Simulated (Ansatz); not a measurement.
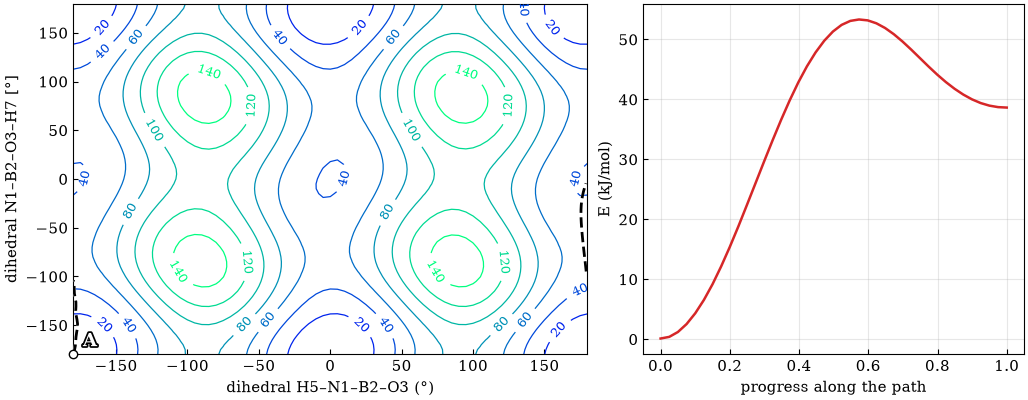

BH₃NOS, SMILES NB(O)[S-], charge −1. 
- Coordinates scanned: (1) dihedral H5–N1–B2–O3; (2) dihedral N1–B2–O3–H7.
- Nothing is relaxed (all other coordinates rigid).
- Grid: 15 × 15 points.
- Points are written as (first, second).
- Energies: kJ/mol, counted from the relaxed molecule at the same level.
- The calculation used RHF/def2-SVPD (Ansatz).

The picture shows contour lines labelled in kJ/mol (none above 140), a line along the lowest path, the energy along the path at the right, the start A. Between grid points the surface is interpolated.

### Describe the path and its barrier.

The easiest path leads from the well at (−180°, −180°) to the well at about (−180°, 0°), about 39 kJ/mol higher. Its highest point lies about 53 kJ/mol above the bottom of the first well on the interpolated surface, at about (180°, −75°). Seen from the upper well the barrier is about 15 kJ/mol. The start is the relaxed structure and all else is held, so a fully relaxed path at this level can only be lower.
